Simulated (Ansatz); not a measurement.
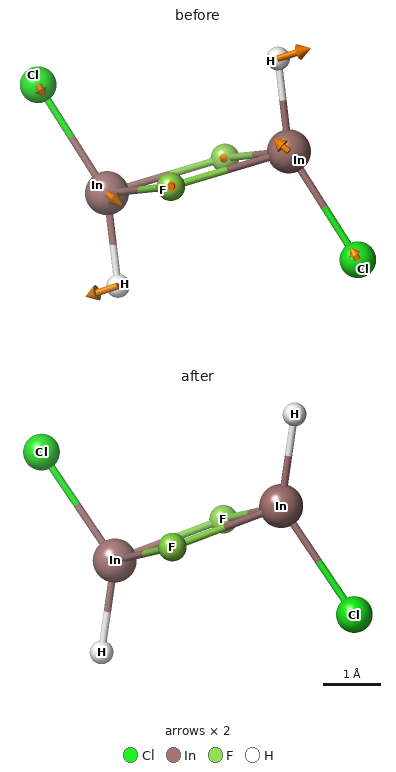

The structure of In₂H₂Cl₂F₂ before (top) and after (bottom) a relaxation, at one scale. The orange arrows give the displacements, magnified 2 times.

Style: ball-and-stick. Shown at a tilt.

The start comes from GFN2-xTB.

Theory: Ansatz, RKS PBE0-D4/def2-TZVP.

The input:
```yaml
crystal:
  periodic: [false, false, false]
  atoms:
    - {symbol: Cl, position_ang: [0.769270, -3.019500, 1.051910]}
    - {symbol: In, position_ang: [1.364770, -0.861810, 0.742460]}
    - {symbol: F, position_ang: [0.472940, -0.322890, -1.242060]}
    - {symbol: In, position_ang: [-1.365650, 0.862300, -0.738490]}
    - {symbol: Cl, position_ang: [-0.768870, 3.016480, -1.074590]}
    - {symbol: F, position_ang: [-0.475360, 0.324880, 1.250620]}
    - {symbol: H, position_ang: [2.452150, 0.398870, 0.842930]}
    - {symbol: H, position_ang: [-2.449260, -0.398340, -0.832780]}
basis:
  gaussian: {orbitals: def2-TZVP}
hamiltonian: {xc: pbe0, dispersion: d4}
relax: {f_tol: 0.005, max_steps: 150}
```

Command:
```bash
ansatz run in.yaml --threads 4 --pin off --events-out ev --progress --plain --max-ram 11315MiB
```

Question: What changed between the two?

Answer: Over 4 geometry steps the energy falls by 10.2 kcal/mol. The largest force component goes from 1.3 to 0.0037 eV/Å. The largest moves after the best rigid fit, 0.33 Å, are those of H7 and H8. By element the largest moves are H 0.33 Å, In 0.18 Å, Cl 0.13 Å, F 0.07 Å. Some distances before and after: In2–F6 2.248 → 2.119 Å, F3–In4 2.245 → 2.119 Å, Cl1–In2 2.260 → 2.305 Å, In2–H7 1.668 → 1.684 Å. Bond angles that change, for instance: Cl1–In2–H7 152.3° → 135.0°, F6–In2–H7 97.0° → 112.8°, F3–In2–H7 97.5° → 112.9°.
